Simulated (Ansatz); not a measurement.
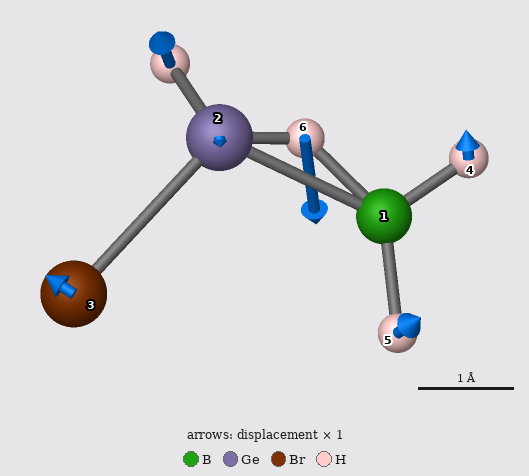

This is a relaxation of BGeH$_{4}$Br. The starting structure is drawn; blue arrows show the displacements, at their true length. The two geometries are superimposed by the best rigid fit.

The picture is a ball-and-stick view, seen at a tilt.

The run prepares an end point of a later path (hydrogen shift) calculation, from a guessed geometry.

Computed with RKS B3LYP/def2-SVP in Ansatz 0.2.0.

Input
```yaml
crystal:
  periodic: [false, false, false]
  atoms:
    - { symbol: B, position_ang: [-0.9969, -0.1486, -0.6758] }
    - { symbol: Ge, position_ang: [0.6094, -0.1119, 0.4611] }
    - { symbol: Br, position_ang: [1.5649, 2.001, 0.3953] }
    - { symbol: H, position_ang: [-1.6187, -1.075, -0.7973] }
    - { symbol: H, position_ang: [-1.3657, 0.8742, -1.2713] }
    - { symbol: H, position_ang: [-0.08947, -0.56798, -0.06786] }
    - { symbol: H, position_ang: [1.6401, -1.1592, -0.0771] }
basis:
  gaussian: { orbitals: def2-SVP }
hamiltonian:
  xc: b3lyp
relax:
  f_tol: 0.02
  max_steps: 50
```

Launched with:
```bash
ansatz run input.yaml --threads 2 --pin off --max-ram 3072MiB --backend cpu --events-out ev --progress --plain --runs-dir out
```

Q: Which element moves most?

A: Hydrogen: up to 1.38 Å, against 0.37 Å for bromine.

Q: Describe the change and its energy.

A: After 13 accepted moves (14 points after the start) the energy has fallen by 949.9 kJ/mol. Largest force component: 27 eV/Å at the start, 0.0071 eV/Å at the end. The line search rejected the trial step at point 10 of the run. The largest move after the best rigid fit is that of H6, 1.38 Å. Largest moves by element: H 1.38 Å, Br 0.37 Å, Ge 0.11 Å, B 0.09 Å. Some distances before and after: Ge2–H6 0.988 → 1.970 Å, B1–H6 1.170 → 1.293 Å, B1–H4 1.122 → 1.206 Å, B1–H5 1.240 → 1.201 Å. Among the angles between lasting bonds that change: Ge2–B1–H6 22.1° → 69.6°, H5–B1–H6 140.9° → 112.8°, B1–Ge2–H7 109.0° → 123.8°. The run took 33 s on 2 threads of Arm Neoverse V2, with other jobs on the host, peak memory 0.23 GiB.
